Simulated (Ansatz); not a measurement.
Consider ZrPbI6.

```
CELL_PARAMETERS angstrom
9.64050 0.00000 0.00000
-4.82025 8.34892 0.00000
0.00000 0.00000 12.13120
ATOMIC_POSITIONS crystal
Zr 0.33333 0.66667 0.16667
Zr 0.00000 0.00000 0.50000
Zr 0.66667 0.33333 0.83333
Pb 0.00000 0.00000 0.00000
Pb 0.66667 0.33333 0.33333
Pb 0.33333 0.66667 0.66667
I 0.72557 0.86278 0.18263
I 0.39223 0.19612 0.51596
I 0.05890 0.52945 0.84930
I 0.13722 0.86278 0.18263
I 0.80388 0.19612 0.51596
I 0.47055 0.52945 0.84930
I 0.13722 0.27443 0.18263
I 0.80388 0.60777 0.51596
I 0.47055 0.94110 0.84930
I 0.94110 0.47055 0.15070
I 0.60777 0.80388 0.48404
I 0.27443 0.13722 0.81737
I 0.52945 0.47055 0.15070
I 0.19612 0.80388 0.48404
I 0.86278 0.13722 0.81737
I 0.52945 0.05890 0.15070
I 0.19612 0.39223 0.48404
I 0.86278 0.72557 0.81737
```

Space group R-3m; a structure from a database of computed crystals, not necessarily the ambient phase; started from the LaAlH6-166 prototype, which need not be the ambient phase; the SCF solution may not be the lowest one.

Level of theory: DFT, r2SCAN+rVV10, plane waves, PAW (Ansatz).

Q: What can the converged valence pseudo-density and electron localisation function tell about the bonding?

A: Pb–I (3.19 Å): the density is about 0.21 e/Å³ at the midpoint; the ELF is about 0.30 at the midpoint and 0.20 at its lowest between the atoms.
Zr–I (3.28 Å): ρ is about 0.2 e/Å³ halfway, with its minimum of 0.18 e/Å³ about 1.5 Å from Zr; the ELF peaks at about 0.80 in the valence shell of I, 1.3 Å from its nucleus, and drops to about 0.15 between the two atoms; no shared electron pair shows on this line.

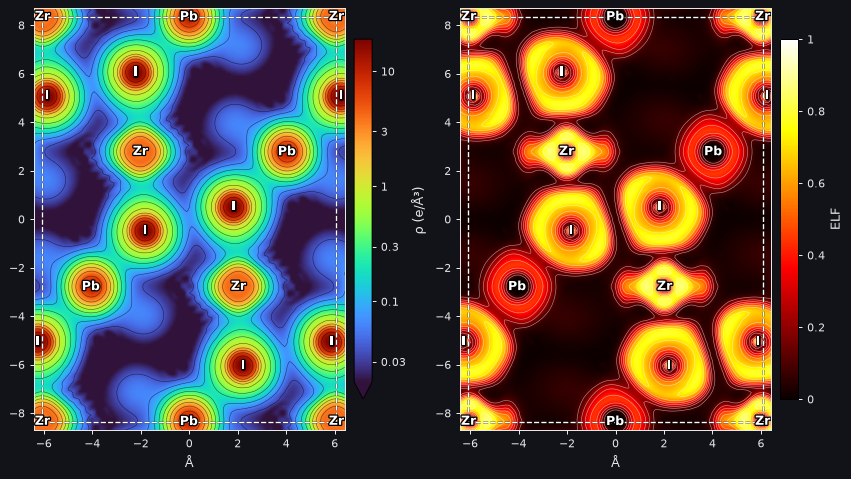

Computed valence pseudo-density and electron localisation function on the (110) plane of the conventional cell, in this order. 

In a PAW calculation such maps are meaningful between the atoms, not at the nuclei.
